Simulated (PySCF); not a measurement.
Input file:

```
{"job": {"kind": "nmr", "xc": "PBE0", "basis": "pcSseg-1"}, "charge": 0, "multiplicity": 1}
C     -2.236952    -0.624467     0.785977
O     -1.467642    -1.425832    -0.075027
C     -0.789119    -0.681296    -1.066387
C      0.391976     0.061403    -0.526209
C      0.860146     1.240761    -0.967392
B      2.132823     1.691137    -0.172411
O      2.476441     0.792131     0.777110
Si     1.507824    -0.546502     0.882740
H     -3.044032    -0.121525     0.237444
H     -1.625813     0.135350     1.285999
H     -2.667019    -1.292805     1.529268
H     -0.441216    -1.427049    -1.790886
H     -1.486665    -0.000179    -1.579526
H      0.377527     1.772401    -1.778656
H      2.762811     2.668467    -0.306583
H      0.917624    -0.527306     2.214986
H      2.324287    -1.702659     0.539642
```

Run with:

```sh
OMP_NUM_THREADS=1 python probes_run.py task.json out
```

Geometry: GFN2-xTB.

All numbers below come from PBE0/pcSseg-1, SCF density, gas phase, non-relativistic (PySCF).

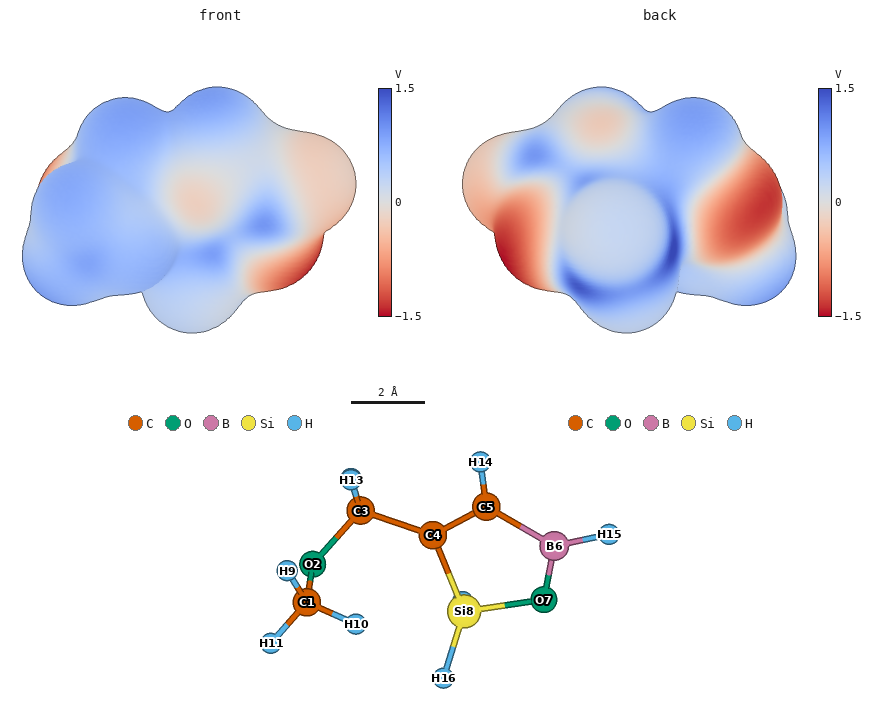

C4H9BO2Si (SMILES COCC1=CBO[SiH2]1). The molecular electrostatic potential painted on the density surface at 0.002 e/bohr³, seen from the front and from behind; the colour scale runs from red (negative) to blue (positive). The bare structure is drawn below in the same view.

**Describe the electrostatic potential map.**

The most negative region (about −1.4 V, or −32 kcal/mol for a unit charge) lies over O7, the most positive (about +1.4 V, or +32 kcal/mol for a unit charge) over Si8. O7 is the likeliest acceptor of a hydrogen bond.
